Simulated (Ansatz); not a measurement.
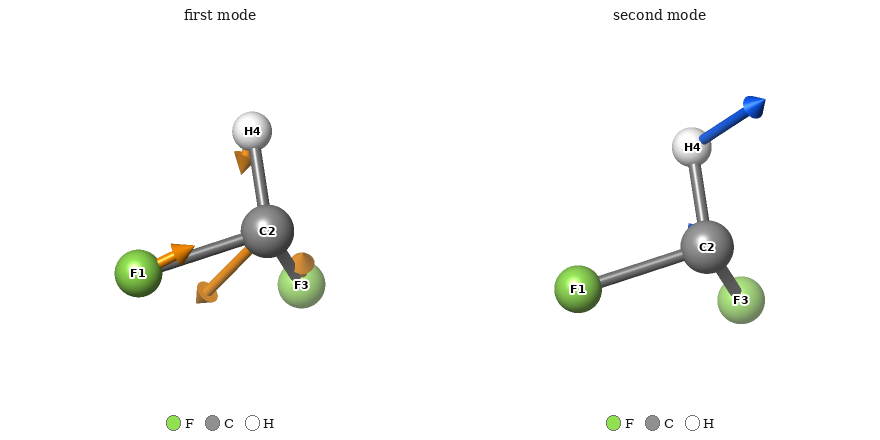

Two computed energy maps of CHF₂, SMILES F[CH-]F, charge −1. The picture above is the structure of the first map; its two panels give the patterns of the first and the second mode as arrows.

Map 1

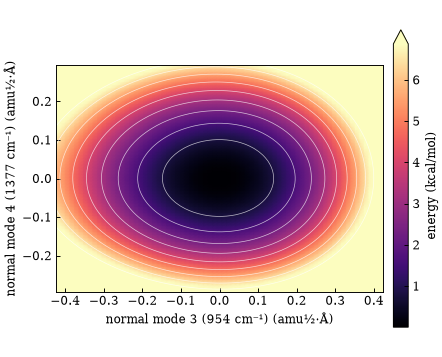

CHF2, SMILES F[CH-]F, charge −1. The first coordinate is: normal mode 3 (954 cm⁻¹); the second: normal mode 4 (1377 cm⁻¹). Nothing is relaxed (straight displacements along the two mass-weighted modes). Grid: 15 × 15 points. Points are written as (first, second). Energies: kcal/mol, counted from the lowest grid point. Method: RHF/def2-TZVPD (Ansatz 0.2.0).

In the figure: a smooth colour map with a few white contour lines, one colour for all values above the top of the scale. Between grid points the surface is interpolated.

Map 2

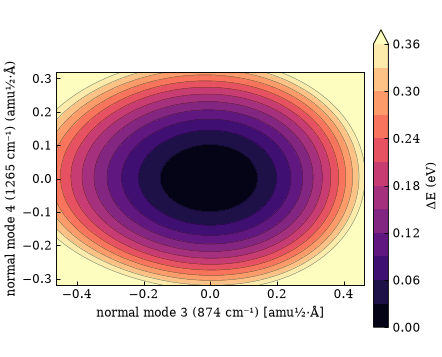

CHF₂, SMILES F[CH-]F, charge −1. The first coordinate is: normal mode 3 (874 cm⁻¹); the second: normal mode 4 (1265 cm⁻¹). Nothing is relaxed (straight displacements along the two mass-weighted modes). The scan uses a 15 × 15 grid. Points are written as (first, second). All energies are given in eV relative to the lowest grid point. Level of theory: RKS PBE0-D4/def2-TZVPD in Ansatz 0.2.0.

The picture shows filled contours, one colour for all values above the top of the scale. Between grid points the surface is interpolated.

> Summarise the maps one by one.

Map 1: The lowest grid point is at (0.000 amu½·Å, 0.000 amu½·Å). No other kind of well shows on this grid. The highest grid point, (0.424 amu½·Å, −0.293 amu½·Å), lies 15.7 kcal/mol above the lowest.
Map 2: The lowest grid point is at (0.000 amu½·Å, 0.000 amu½·Å). No other kind of well shows on this grid. The highest grid point, (0.462 amu½·Å, −0.319 amu½·Å), lies 0.693 eV above the lowest.

> Maps 1, 2 start from a relaxed reference structure. Do they show a way to lower its energy?

No. In each of them the reference is the lowest point, within the accuracy of the grid, so it is stable against the distortions scanned (other distortions weren't tried).
